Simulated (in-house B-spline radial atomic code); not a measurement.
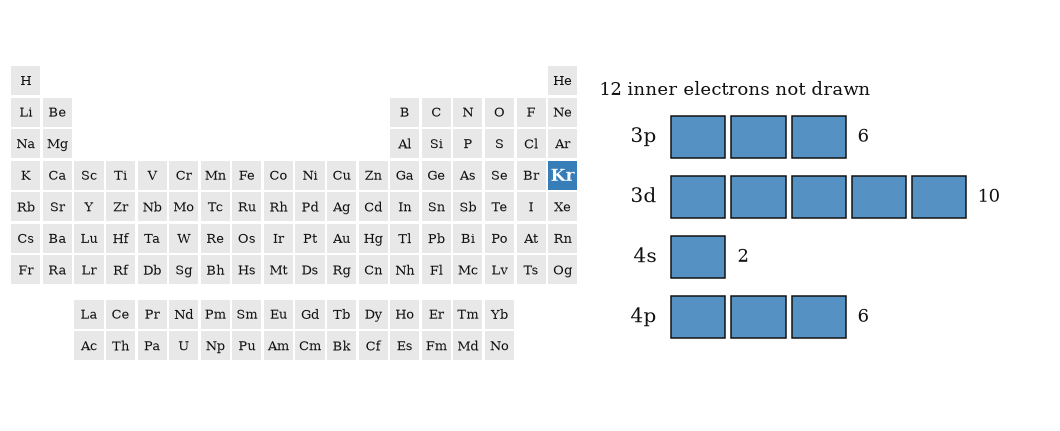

Left, the place of krypton in the periodic table; right, the outer shells of the closed core: a box for each of the 2l + 1 orbitals, shaded by the share of the shell that is filled, with the electron count at the right.

**Run report: Kr, many-body perturbation calculation**

- system: Kr, core [Ar] 3d10 4s2 4p6.
- method: relativistic RPA (time-dependent Dirac-Hartree-Fock) and second-order many-body perturbation theory, no-pair Dirac-Coulomb, closed shell, B-spline basis (in-house B-spline radial atomic code)

### Input file
```
basis_form = 2
Z = 36
core_configuration = [Ar] 3d10 4s2 4p6
rms_radius = 4.1884
mass_number = 84
speed_of_light = 137.035999084
box_radius = 45.0
lmax = 7
intervals = 68
virtual_cutoff = 32400.0
```

Hardware: 1 CPU thread, shared host.

Launched within a batch (the task file carries these settings):
```bash
python <driver script> task.json out
```

The program writes its results to a structured record and prints no log; tables and figures of this report are taken from that record.

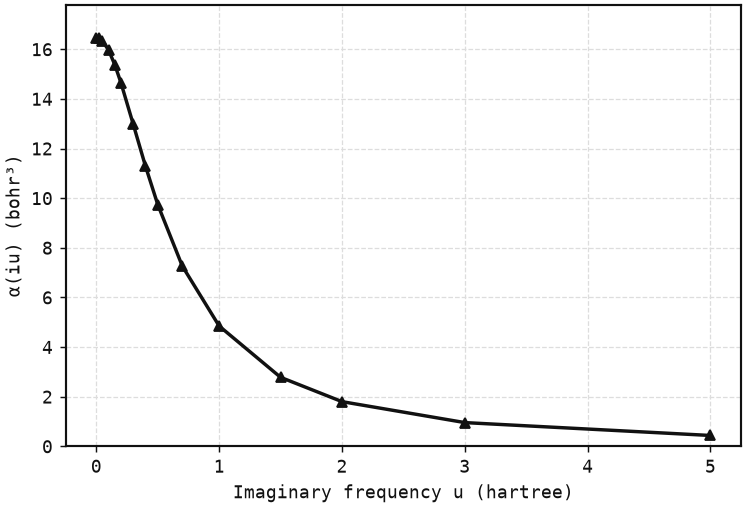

Dipole polarisability at imaginary frequency of neutral krypton, [Ar] 3d¹⁰ 4s² 4p⁶. Relativistic RPA on Dirac–Hartree–Fock, no-pair Dirac–Coulomb, finite nucleus, computed with a B-spline radial code. The static dipole polarisability is 16.5 bohr³ (the recommended value is 16.8); α(iu) falls to half of it near u = 0.61 hartree. The Casimir–Polder integral gives C₆ = 127 hartree bohr⁶ for two such species.

### Summary

- outcome: converged
- wall time: 12 s
